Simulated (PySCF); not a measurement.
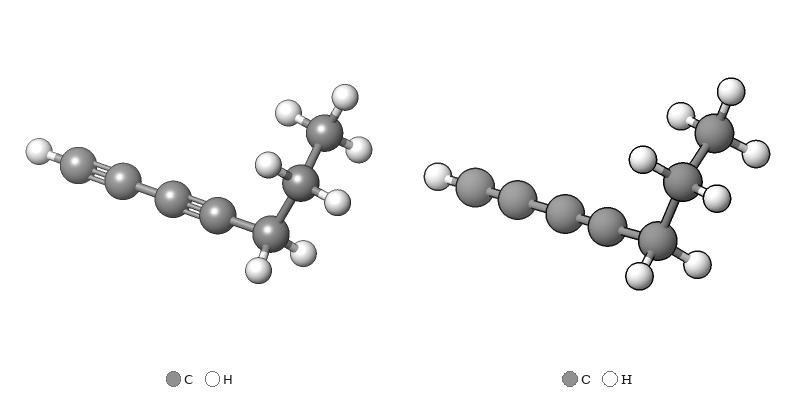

The same structure drawn twice, from different directions.

**Count the atoms of each element.**

C₇H₈, 15 atoms: 7 carbon and 8 hydrogen.

**Count the bonded pairs by element.**

8 C–H, 6 C–C.

**Write the SMILES.**

C#CC#CCCC

**Name functional groups in it.**

Among them: alkyne.

**Describe its rings.**

It has no ring.

More results for the same structure follow; atom numbers are the same in all pictures, views and colours differ. Computed geometry: PBE0-D3(BJ)/def2-SVP optimisation. No frequency run is at hand to confirm it as a minimum.

Shape

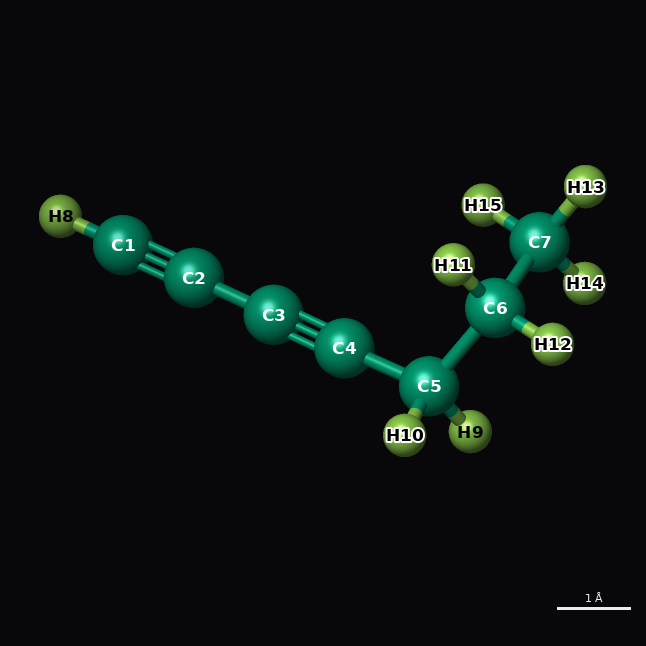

Numbered structure. No frequency run is at hand to confirm it as a minimum.

Estimate the angles C2–C1–H8, C2–C3–C4, C4–C5–C6, C4–C5–H10, C5–C6–C7, C5–C6–H11, C5–C6–H12, C6–C5–H9, C6–C5–H10, C6–C7–H14, C6–C7–H15, C7–C6–H11.

| angle | degrees |
| --- | --- |
| C2–C1–H8 | 179.9 |
| C2–C3–C4 | 179.5 |
| C4–C5–C6 | 113.8 |
| C4–C5–H10 | 108.6 |
| C5–C6–C7 | 113.5 |
| C5–C6–H11 | 108.7 |
| C5–C6–H12 | 107.7 |
| C6–C5–H9 | 109.7 |
| C6–C5–H10 | 109.8 |
| C6–C7–H14 | 111.3 |
| C6–C7–H15 | 111.1 |
| C7–C6–H11 | 110.1 |

Polarisability

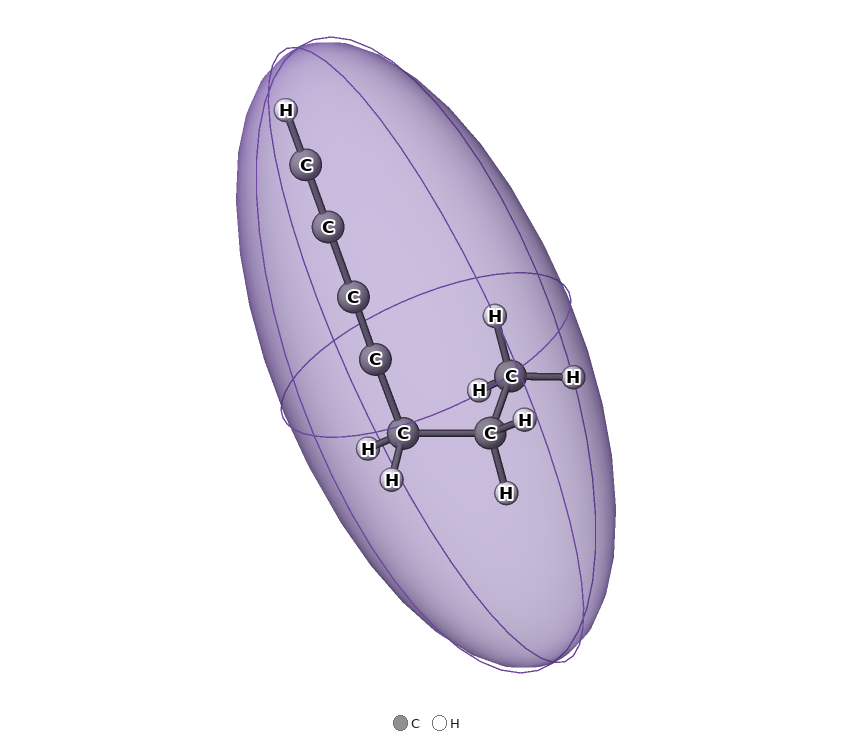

The ellipsoid shows the static dipole polarisability: its half-axes are proportional to the principal values. No frequency run is at hand to confirm it as a minimum. Computed with PBE0/def2-SVPD in acetonitrile (IEF-PCM) (PySCF 2.14.0).

**Give the principal values, the mean and the anisotropy.**

Principal values 82.3, 86.5, 196.9 bohr³; mean 121.9 bohr³ (18.06 Å³); anisotropy 112.5 bohr³, so the longest axis is 2.39 times the shortest.

Charges

The questions are on Mulliken charges. No frequency run is at hand to confirm it as a minimum. Properties computed with PBE0/pcSseg-1 in acetonitrile (IEF-PCM) (PySCF 2.14.0).

Give the Mulliken charges atom by atom.

| atom | value (e) |
| --- | --- |
| C1 | −0.41 |
| C2 | 0.17 |
| C3 | 0.04 |
| C4 | −0.11 |
| C5 | −0.22 |
| C6 | −0.27 |
| C7 | −0.30 |
| H8 | 0.11 |
| H9 | 0.17 |
| H10 | 0.17 |
| H11 | 0.13 |
| H12 | 0.14 |
| H13 | 0.13 |
| H14 | 0.12 |
| H15 | 0.13 |

NMR shielding

The questions are on isotropic NMR shieldings of the H atoms. No frequency run is at hand to confirm it as a minimum. Level of theory: GIAO PBE0/pcSseg-1 NMR shielding, non-relativistic, IEF-PCM acetonitrile (PySCF 2.14.0).

Give the isotropic NMR shieldings of the H atoms atom by atom.

| atom | σ (ppm) |
| --- | --- |
| H8 | 29.02 |
| H9 | 28.95 |
| H10 | 28.56 |
| H11 | 29.81 |
| H12 | 29.73 |
| H13 | 30.09 |
| H14 | 30.44 |
| H15 | 29.96 |

Mulliken values depend strongly on the basis set and can even reverse the polarity of a bond.
